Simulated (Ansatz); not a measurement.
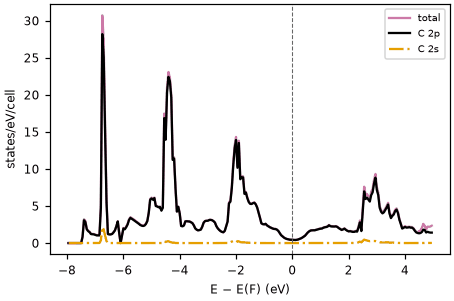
Total and projected density of states of C in space group P6/mmm (No. 191; C on 6j, C on 6j, C on 6j), DFT-r²SCAN+D4 in the program Ansatz with PAW potentials

Q: Which orbitals carry the states next to the Fermi level?

A: Within 0.5 eV of the Fermi level: C 2p 99 %. Projections are on Löwdin-orthogonalised atomic valence shells; empty p or d shells of many metals are not among them.

Q: Where is the tallest occupied peak in this window, and what makes it?

A: Near -6.8 eV, about 31 states/eV per cell; the largest projected share is C 2p.

The start of the workflow was typed in or built on a structure type; the Crystallography Open Database copy checked does not list it. It is not the phase usual at ambient conditions (space group No. 194, 227). The cell was relaxed with r²SCAN+D4 under the symmetry of its start; its stability against distortions is not shown here.

Potentials: the later of the program's two PAW sets.
